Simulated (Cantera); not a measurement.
Charge: 1 mol Fe₂O₃, 1.5 mol Cl₂, a varied amount of H₂, equilibrated at 1400 °C and 1600 Pa.

Cantera equilibrium calculation (NASA polynomials, part measured and part estimated; ideal gas, pure solids and liquids). Candidate condensed phases: Fe, FeCl₂, FeCl₃, FeO, Fe(OH)₂, Fe(OH)₃, Fe₂O₃, Fe₃O₄, H₂O; 22 gas species. Mutual solubility and eutectic melting of coexisting phases are not modelled. The tables' stoichiometric FeO is somewhat more stable than real wüstite, so its field is too wide. FeO: taken at fixed stoichiometry. Rates play no part.

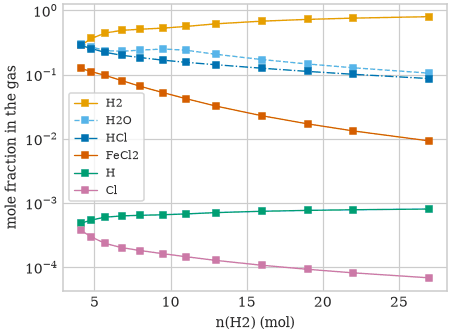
Figure: Equilibrium gas composition (values under 1e-9 drawn at 1e-9)

From 4.1 mol H₂ to 5.7 mol H₂ the condensed part is FeO(l). From 6.8 mol H₂ to 9.5 mol H₂ the condensed part is Fe(δ) + FeO(l). From 11 mol H₂ to 27 mol H₂ the condensed part is Fe(δ). The main Fe-bearing gas is FeCl₂ throughout. The share of Fe in condensed phases is highest at 27 mol H₂ (86.4 %) and lowest at 5.7 mol H₂ (64.9 %).
